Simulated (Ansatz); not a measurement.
# F3HSeZr: a ladder of functionals and wavefunction methods

How much do the methods differ for F3HSeZr? The plan is to run it at one geometry with functionals of several rungs and with coupled cluster. The comparison is of orbital energies and run times, and the correlation energy is taken apart.

Program: Ansatz 0.2.0, Gaussian basis. Level of theory: functionals in def2-TZVPP, the program's frozen cores in correlated methods. These are calculated values, not measurements.

Plan: PBE-D4, r2SCAN-D4, PBE0-D4, B3LYP-D4, ωB97X-V, ωB97M-V, B2PLYP; CCSD(T)/def2-TZVPP; MP2/def2-QZVPP; extrapolation to the limit.

### Step 1. The relaxed structure

The geometry comes from an earlier relaxation with PBE0-D4 in a triple-zeta def2 set; it is a stationary point. Zr takes the def2 core potential; no spin-orbit term is included.

SMILES `[F][Zr]([F])([F])[SeH]`, 6 atoms, charge 0, spin multiplicity 1.

Atoms are counted from 1 here; the program's logs count them from 0.

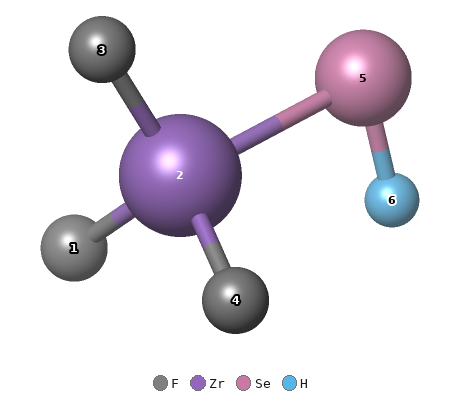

The structure; fluorine grey, zirconium purple, selenium pink, hydrogen blue; atoms are numbered from 1 in the order of the file.

### Step 2. PBE-D4 (GGA)

Input file in.yaml:

```yaml
crystal:
  periodic: [false, false, false]
  atoms:
    - {symbol: F, position_ang: [-1.971292, -0.186042, 0.508599]}
    - {symbol: Zr, position_ang: [-0.112541, -0.485248, 0.335198]}
    - {symbol: F, position_ang: [0.643692, -1.090772, 1.954250]}
    - {symbol: F, position_ang: [0.128192, -1.742276, -1.056310]}
    - {symbol: Se, position_ang: [1.076658, 1.722460, -0.266346]}
    - {symbol: H, position_ang: [0.235282, 1.781878, -1.475391]}
basis:
  gaussian: {orbitals: def2-TZVPP}
hamiltonian: {xc: pbe, dispersion: d4}
output: {forces: true, orbitals: {seedname: orbitals}}
```

Launch:

```console
$ ansatz run in.yaml --threads 4 --pin off --events-out ev --progress --plain --max-ram 10444MiB
```

Log:

```text
Functional definition: PBE
  name "PBE"
  cite "Perdew, Burke & Ernzerhof, Phys. Rev. Lett. 77, 3865 (1996) doi:10.1103/PhysRevLett.77.3865"
  parent pbe
  parameter kappa = 0.804
  parameter beta = 0.06672455060314922
  exchange = pbe_x(kappa = kappa, mu = beta*pi^2/3)
  correlation = pbe_c(beta = beta)
1226 factors; their error is unknown
mean field evaluation 1: about -74785.7126 eV, gradient 6.8e1 eV
mean field evaluation 2: about -74710.7112 eV, gradient 2.3e2 eV
mean field evaluation 4: about -74791.8904 eV, gradient 1.3e1 eV
mean field evaluation 8: about -74792.3368 eV, gradient 1.1e-1 eV
mean field evaluation 16: about -74792.3059 eV, gradient 2.3e-3 eV
mean field -74792.30594391 eV, -2748.5665473928 hartree, gradient 2.8e-5 eV, S^2 0.000000; 0 other end points of the search recorded, 0 dependent functions left out
the calculation of the forces begins
reference -74792.30601690 eV, -2748.5665500754 hartree; 37, 37 occupied and 174, 174 virtual orbitals, 1226 factors
Total energy: -74792.44355764 eV, -2748.5716046044 hartree
Atom 0 at    -1.971292    -0.186042     0.508599 Å, force    -0.401301     0.068193     0.033281 eV/Å
Atom 1 at    -0.112541    -0.485248     0.335198 Å, force     0.086982     0.155898    -0.039655 eV/Å
Atom 2 at     0.643692    -1.090772     1.954250 Å, force     0.168696    -0.123294     0.349739 eV/Å
Atom 3 at     0.128192    -1.742276    -1.056310 Å, force     0.051448    -0.267485    -0.304149 eV/Å
Atom 4 at     1.076658     1.722460    -0.266346 Å, force     0.236735     0.165151     0.156768 eV/Å
Atom 5 at     0.235282     1.781878    -1.475391 Å, force    -0.142560     0.001538    -0.195984 eV/Å
Dipole moment:    -0.023951     0.028799    -0.062877 e Å
```

Run time: 1.7 s. Hardware: 4 threads of INTEL XEON PLATINUM 8581C at 2.10GHz, shared host; peak memory 0.29 GiB.

HOMO -6.55 eV, LUMO -2.79 eV.

### Step 3. r2SCAN-D4 (meta-GGA)

in.yaml, as its differences from that of step 2:

```diff
@@ -11,3 +11,3 @@
   gaussian: {orbitals: def2-TZVPP}
-hamiltonian: {xc: pbe, dispersion: d4}
+hamiltonian: {xc: r2scan, dispersion: d4}
 output: {forces: true, orbitals: {seedname: orbitals}}
```

The command is unchanged.

Log, shortened:

```text
Functional definition: r2SCAN
  name "r2SCAN"
  cite "Furness, Kaplan, Ning, Perdew & Sun, J. Phys. Chem. Lett. 11, 8208 (2020) doi:10.1021/acs.jpclett.0c02405"
  cite "Furness, Kaplan, Ning, Perdew & Sun, J. Phys. Chem. Lett. 11, 9248 (2020) doi:10.1021/acs.jpclett.0c03077"
  parent r2scan
[...]
1226 factors; their error is unknown
[...]
mean field -74806.50542179 eV, -2749.0883685803 hartree, gradient 1.1e-5 eV, S^2 0.000000; 0 other end points of the search recorded, 0 dependent functions left out
[...]
reference -74806.50544545 eV, -2749.0883694496 hartree; 37, 37 occupied and 174, 174 virtual orbitals, 1226 factors
Total energy: -74806.53734463 eV, -2749.0895417231 hartree
Atom 0 at    -1.971292    -0.186042     0.508599 Å, force    -0.136421     0.014100     0.010674 eV/Å
Atom 1 at    -0.112541    -0.485248     0.335198 Å, force     0.026368     0.053759    -0.018464 eV/Å
Atom 2 at     0.643692    -1.090772     1.954250 Å, force     0.053289    -0.048483     0.120092 eV/Å
Atom 3 at     0.128192    -1.742276    -1.056310 Å, force     0.010694    -0.094997    -0.099026 eV/Å
Atom 4 at     1.076658     1.722460    -0.266346 Å, force     0.038425     0.089224    -0.037717 eV/Å
Atom 5 at     0.235282     1.781878    -1.475391 Å, force     0.007644    -0.013603     0.024440 eV/Å
Dipole moment:    -0.034998     0.018248    -0.067329 e Å
```

Wall time 2.9 s (4 threads of INTEL XEON PLATINUM 8581C at 2.10GHz, shared host); peak memory 0.32 GiB.

HOMO -6.84 eV, LUMO -2.62 eV.

### Step 4. PBE0-D4 (hybrid)

in.yaml, as its differences from that of step 3:

```diff
@@ -11,3 +11,3 @@
   gaussian: {orbitals: def2-TZVPP}
-hamiltonian: {xc: r2scan, dispersion: d4}
-output: {forces: true, orbitals: {seedname: orbitals}}
+hamiltonian: {xc: pbe0, dispersion: d4}
+output: {orbitals: {seedname: orbitals}}
```

Launched as before.

Log:

```text
Functional definition: PBE0
  name "PBE0"
  cite "Adamo & Barone, J. Chem. Phys. 110, 6158 (1999) doi:10.1063/1.478522"
  cite "Perdew, Burke & Ernzerhof, Phys. Rev. Lett. 77, 3865 (1996) doi:10.1103/PhysRevLett.77.3865"
  parent pbe
  parameter a = 0.25
  parameter kappa = 0.804
  parameter beta = 0.06672455060314922
  exchange = (1 - a)*pbe_x(kappa = kappa, mu = beta*pi^2/3) + a*exact_x
  correlation = pbe_c(beta = beta)
1329 factors; their error is unknown
mean field evaluation 1: about -74786.6440 eV, gradient 6.5e1 eV
mean field evaluation 2: about -74755.0203 eV, gradient 1.6e2 eV
mean field evaluation 4: about -74792.8600 eV, gradient 4.5e0 eV
mean field evaluation 8: about -74793.3883 eV, gradient 4.2e-1 eV
mean field evaluation 16: about -74793.3884 eV, gradient 2.9e-5 eV
mean field -74793.38840830 eV, -2748.6063272254 hartree, gradient 2.9e-5 eV, S^2 0.000000; 0 other end points of the search recorded, 0 dependent functions left out
reference -74793.38846045 eV, -2748.6063291422 hartree; 37, 37 occupied and 174, 174 virtual orbitals, 1329 factors
Total energy: -74793.50727392 eV, -2748.6106954566 hartree
```

It took 2.1 s on 4 threads of INTEL XEON PLATINUM 8581C at 2.10GHz, shared host; peak memory 0.63 GiB.

HOMO -7.71 eV, LUMO -1.95 eV.

### Step 5. B3LYP-D4 (hybrid)

B3LYP here takes the VWN-RPA correlation.

in.yaml, as its differences from that of step 4:

```diff
@@ -11,3 +11,3 @@
   gaussian: {orbitals: def2-TZVPP}
-hamiltonian: {xc: pbe0, dispersion: d4}
-output: {orbitals: {seedname: orbitals}}
+hamiltonian: {xc: {name: B3LYP}, dispersion: d4}
+output: {forces: true, orbitals: {seedname: orbitals}}
```

Launched as before.

Log, shortened:

```text
Functional definition: B3LYP
  name "B3LYP"
  cite "Stephens, Devlin, Chabalowski & Frisch, J. Phys. Chem. 98, 11623 (1994) doi:10.1021/j100096a001"
  cite "Becke, Phys. Rev. A 38, 3098 (1988) doi:10.1103/PhysRevA.38.3098"
  cite "Lee, Yang & Parr, Phys. Rev. B 37, 785 (1988) doi:10.1103/PhysRevB.37.785"
  cite "Vosko, Wilk & Nusair, Can. J. Phys. 58, 1200 (1980) doi:10.1139/p80-159"
[...]
1282 factors; their error is unknown
[...]
mean field -74810.74366024 eV, -2749.2441209705 hartree, gradient 3.7e-5 eV, S^2 0.000000; 0 other end points of the search recorded, 0 dependent functions left out
[...]
reference -74810.74396503 eV, -2749.2441321714 hartree; 37, 37 occupied and 174, 174 virtual orbitals, 1282 factors
Total energy: -74810.96771971 eV, -2749.2523550041 hartree
Atom 0 at    -1.971292    -0.186042     0.508599 Å, force    -0.310032     0.058447     0.028425 eV/Å
Atom 1 at    -0.112541    -0.485248     0.335198 Å, force     0.025474     0.040485    -0.006509 eV/Å
Atom 2 at     0.643692    -1.090772     1.954250 Å, force     0.133754    -0.092033     0.271586 eV/Å
Atom 3 at     0.128192    -1.742276    -1.056310 Å, force     0.045840    -0.205368    -0.236813 eV/Å
Atom 4 at     1.076658     1.722460    -0.266346 Å, force     0.129869     0.187216    -0.011700 eV/Å
Atom 5 at     0.235282     1.781878    -1.475391 Å, force    -0.024904     0.011252    -0.044989 eV/Å
Dipole moment:    -0.016305     0.041635    -0.065402 e Å
```

It took 3 s on 4 threads of INTEL XEON PLATINUM 8581C at 2.10GHz, shared host; peak memory 0.63 GiB.

HOMO -7.47 eV, LUMO -2.19 eV.

### Step 6. ωB97X-V (range-separated)

in.yaml, as its differences from that of step 5:

```diff
@@ -11,3 +11,3 @@
   gaussian: {orbitals: def2-TZVPP}
-hamiltonian: {xc: {name: B3LYP}, dispersion: d4}
-output: {forces: true, orbitals: {seedname: orbitals}}
+hamiltonian: {xc: {name: wB97X-V}}
+output: {orbitals: {seedname: orbitals}}
```

Launched as before.

Log, shortened:

```text
Functional definition: wB97X-V
  name "wB97X-V"
  cite "Mardirossian & Head-Gordon, Phys. Chem. Chem. Phys. 16, 9904 (2014) doi:10.1039/C3CP54374A"
  cite "Becke, J. Chem. Phys. 107, 8554 (1997) doi:10.1063/1.475007"
  cite "Vydrov & Van Voorhis, J. Chem. Phys. 133, 244103 (2010) doi:10.1063/1.3521275"
[...]
      + integral(e_c_pw_opposite_spin*poly(b97_u_opposite, cos0, cos1)) + vv10(b, c)
1279 factors; their error is unknown
249 factors; integrals over basis functions are off by at most 2.1e-5 eV
[...]
mean field -74799.60536866 eV, -2748.8347963046 hartree, gradient 5.2e-5 eV, S^2 0.000000; 0 other end points of the search recorded, 0 dependent functions left out
reference -74799.60536527 eV, -2748.8347961802 hartree; 37, 37 occupied and 174, 174 virtual orbitals, 1279 factors
Total energy: -74799.60536527 eV, -2748.8347961802 hartree
```

Wall time 5 s (4 threads of INTEL XEON PLATINUM 8581C at 2.10GHz, shared host); peak memory 0.78 GiB.

HOMO -9.92 eV, LUMO 0.30 eV.

### Step 7. ωB97M-V (range-separated)

in.yaml, as its differences from that of step 6:

```diff
@@ -11,3 +11,3 @@
   gaussian: {orbitals: def2-TZVPP}
-hamiltonian: {xc: {name: wB97X-V}}
-output: {orbitals: {seedname: orbitals}}
+hamiltonian: {xc: {name: wB97M-V}}
+output: {forces: true, orbitals: {seedname: orbitals}}
```

The command is unchanged.

Log, shortened:

```text
Functional definition: wB97M-V
  name "wB97M-V"
  cite "Mardirossian & Head-Gordon, J. Chem. Phys. 144, 214110 (2016) doi:10.1063/1.4952647"
  cite "Becke, J. Chem. Phys. 107, 8554 (1997) doi:10.1063/1.475007"
  cite "Vydrov & Van Voorhis, J. Chem. Phys. 133, 244103 (2010) doi:10.1063/1.3521275"
  # Of w^i u^j: cxij and so on, Table III.
[...]
  gx(w, u) = 1 - cx + cx01*u + cx10*w
  gss(w, u) = css00 + css04*u^4 + css10*w + css20*w^2 + css43*w^4*u^3
  gos(w, u) = cos00 + cos10*w + (cos20 + cos21*u)*w^2 + (cos60 + cos61*u)*w^6
[...]
      + integral(e_c_pw_mod_opposite_spin*gos(b97_w_opposite, b97_u_opposite)) + vv10(b, c)
1252 factors; their error is unknown
249 factors; integrals over basis functions are off by at most 2.1e-5 eV
[...]
mean field -74801.38081757 eV, -2748.9000428486 hartree, gradient 5.4e-5 eV, S^2 0.000000; 0 other end points of the search recorded, 0 dependent functions left out
[...]
reference -74801.38090406 eV, -2748.9000460273 hartree; 37, 37 occupied and 174, 174 virtual orbitals, 1252 factors
Total energy: -74801.38090406 eV, -2748.9000460273 hartree
Atom 0 at    -1.971292    -0.186042     0.508599 Å, force    -0.052302    -0.002977     0.015783 eV/Å
Atom 1 at    -0.112541    -0.485248     0.335198 Å, force    -0.001493     0.041724    -0.042785 eV/Å
Atom 2 at     0.643692    -1.090772     1.954250 Å, force     0.017647    -0.030261     0.053863 eV/Å
Atom 3 at     0.128192    -1.742276    -1.056310 Å, force     0.006663    -0.046790    -0.028314 eV/Å
Atom 4 at     1.076658     1.722460    -0.266346 Å, force    -0.016165     0.057513    -0.080568 eV/Å
Atom 5 at     0.235282     1.781878    -1.475391 Å, force     0.045650    -0.019209     0.082021 eV/Å
Dipole moment:    -0.042079    -0.003379    -0.055207 e Å
```

It took 7.5 s on 4 threads of INTEL XEON PLATINUM 8581C at 2.10GHz, shared host; peak memory 0.82 GiB.

HOMO -9.80 eV, LUMO 0.18 eV.

### Step 8. B2PLYP (double hybrid)

in.yaml, as its differences from that of step 7:

```diff
@@ -11,3 +11,2 @@
   gaussian: {orbitals: def2-TZVPP}
-hamiltonian: {xc: {name: wB97M-V}}
-output: {forces: true, orbitals: {seedname: orbitals}}
+hamiltonian: {xc: {name: B2PLYP}}
```

Launched as before.

Log, shortened:

```text
Functional definition: B2PLYP
  name "B2PLYP"
  cite "Grimme, J. Chem. Phys. 124, 034108 (2006) doi:10.1063/1.2148954"
  cite "Becke, Phys. Rev. A 38, 3098 (1988) doi:10.1103/PhysRevA.38.3098"
  cite "Lee, Yang & Parr, Phys. Rev. B 37, 785 (1988) doi:10.1103/PhysRevB.37.785"
[...]
1400 factors; integrals over basis functions are off by at most 9.6e-4 eV
[...]
mean field -74780.39485346 eV, -2748.1288228923 hartree, gradient 7.5e-6 eV, S^2 0.000000; 0 other end points of the search recorded, 0 dependent functions left out
12 core orbitals not correlated: weight in the atoms' cores, before any rotation towards them, 1.000 or more for the frozen orbitals, at most 0.000 for the correlated occupied ones
reference -74780.39504022 eV, -2748.1288297557 hartree; 25, 25 occupied and 174, 174 virtual orbitals, 1400 factors
second order -45.00771779 eV of doubles, -0.00000000 eV of singles
Total energy: -74792.54712402 eV, -2748.5754105985 hartree
```

Run time: 3.7 s. Hardware: 4 threads of INTEL XEON PLATINUM 8581C at 2.10GHz, shared host; peak memory 0.57 GiB.

### Step 9. Frontier levels by functional

Dipoles come from the runs that computed forces. Levels are read from the orbital files that the runs wrote:

```
functional  HOMO (eV)  LUMO (eV)  gap (eV)  dipole (D)   time
    PBE-D4      -6.55      -2.79      3.76        0.35  1.7 s
 r2SCAN-D4      -6.84      -2.62      4.21        0.37  2.9 s
   PBE0-D4      -7.71      -1.95      5.76              2.1 s
  B3LYP-D4      -7.47      -2.19      5.28        0.38    3 s
   ωB97X-V      -9.92       0.30     10.22                5 s
   ωB97M-V      -9.80       0.18      9.98        0.33  7.5 s
```

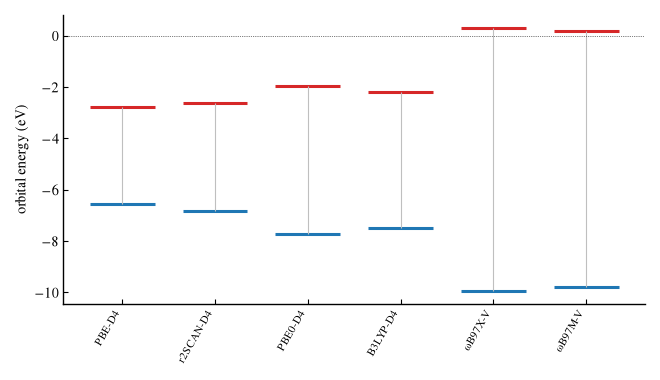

Highest occupied (blue) and lowest empty (red) level by functional.

### Step 10. CCSD(T) in def2-TZVPP

in.yaml, as its differences from that of step 8:

```diff
@@ -11,2 +11,2 @@
   gaussian: {orbitals: def2-TZVPP}
-hamiltonian: {xc: {name: B2PLYP}}
+correlation: {method: ccsd_t}
```

The command is unchanged.

Log, shortened:

```text
Functional definition: HF
  name "HF"
  cite "Fock, Z. Phys. 61, 126 (1930) doi:10.1007/BF01340294"
  parent pbe
[...]
1400 factors; integrals over basis functions are off by at most 9.6e-4 eV
[...]
mean field -74714.96504622 eV, -2745.7243218264 hartree, gradient 1.4e-6 eV, S^2 0.000000; 0 other end points of the search recorded, 0 dependent functions left out
12 core orbitals not correlated: weight in the atoms' cores, before any rotation towards them, 1.000 or more for the frozen orbitals, at most 0.000 for the correlated occupied ones
reference -74714.96504622 eV, -2745.7243218264 hartree; 25, 25 occupied and 174, 174 virtual orbitals, 1400 factors
second order -37.34682230 eV of doubles, -0.00000000 eV of singles
cycle   1  -36.11939389 eV  change     1.2e0 eV  update   1.8e-1
[...]
cycle  11  -37.24170351 eV  change    5.2e-5 eV  update   1.1e-5
perturbative correction -1.38359422 eV, -0.0508461496 hartree
Total energy: -74753.59034395 eV, -2747.1437753367 hartree
```

Run time: 1.9 min. Hardware: 4 threads of INTEL XEON PLATINUM 8581C at 2.10GHz, shared host; peak memory 3.8 GiB.

### Step 11. MP2 in def2-QZVPP

in.yaml, as its differences from that of step 10:

```diff
@@ -10,3 +10,3 @@
 basis:
-  gaussian: {orbitals: def2-TZVPP}
-correlation: {method: ccsd_t}
+  gaussian: {orbitals: "def2-QZVPP.json"}
+correlation: {method: mp2}
```

Launched as before.

Log:

```text
Functional definition: HF
  name "HF"
  cite "Fock, Z. Phys. 61, 126 (1930) doi:10.1007/BF01340294"
  parent pbe
  exchange = exact_x
  correlation = 0
2366 factors; integrals over basis functions are off by at most 8.6e-4 eV
mean field evaluation 1: about -74710.8526 eV, gradient 5.8e1 eV
mean field evaluation 2: about -74710.9692 eV, gradient 5.8e1 eV
mean field evaluation 4: about -74716.7104 eV, gradient 2.4e0 eV
mean field evaluation 8: about -74716.7637 eV, gradient 3.0e-1 eV
mean field evaluation 16: about -74716.7645 eV, gradient 1.7e-6 eV
mean field -74716.76447933 eV, -2745.7904497733 hartree, gradient 1.7e-6 eV, S^2 0.000000; 0 other end points of the search recorded, 0 dependent functions left out
12 core orbitals not correlated: weight in the atoms' cores, before any rotation towards them, 1.000 or more for the frozen orbitals, at most 0.000 for the correlated occupied ones
reference -74716.76447933 eV, -2745.7904497733 hartree; 25, 25 occupied and 334, 334 virtual orbitals, 2366 factors
second order -48.98958173 eV of doubles, -0.00000000 eV of singles
Total energy: -74765.75406105 eV, -2747.5907836954 hartree
```

It took 11 s on 4 threads of INTEL XEON PLATINUM 8581C at 2.10GHz, shared host; peak memory 1.6 GiB.

The pieces so far (eV):

```
     basis           HF  MP2 correlation  CCSD correlation      (T)              total
def2-TZVPP  -74714.9650         -37.3468          -37.2417  -1.3836        -74753.5903
def2-QZVPP  -74716.7645         -48.9896                             -74765.7541 (MP2)
```

The report of the def2-TZVPP run gives T1 = 0.0162.

### Step 12. Extrapolating to the complete basis

This step is arithmetic on the last runs, with X = 3 and 4: exp(−7.88√X) for Hartree-Fock, X^−2.97 for correlation; only MP2 was run in the larger set, so CCSD(T) minus MP2 is added from the smaller one.

```
  level  energy at the limit (eV)
     HF               -74717.0123
    MP2               -74774.6262
   CCSD               -74774.5211
CCSD(T)               -74775.9046
```

This is no true limit for total energies: MP2 correlation changes by a factor of 1.31 from triple to quadruple zeta (about 1.07 in light molecules), because outer-core shells are correlated in sets not made for them. Much of that cancels between molecule and atoms or ions.

### Step 13. Summary of results

```
                               quantity                                 value
 CCSD(T) correlation energy, def2-TZVPP                            -38.625 eV
              gap, smallest and largest  3.76 eV (PBE-D4), 10.22 eV (ωB97X-V)
                          T1 diagnostic                                0.0162
triples share of the correlation energy                                 3.6 %
```

In def2-TZVPP MP2 gives 97 % of the CCSD(T) correlation energy. Orbital gaps span 3.8 to 10.2 eV; exact exchange widens them. Correlated methods include outer-core shells of Se, Zr, which these sets cover unevenly.
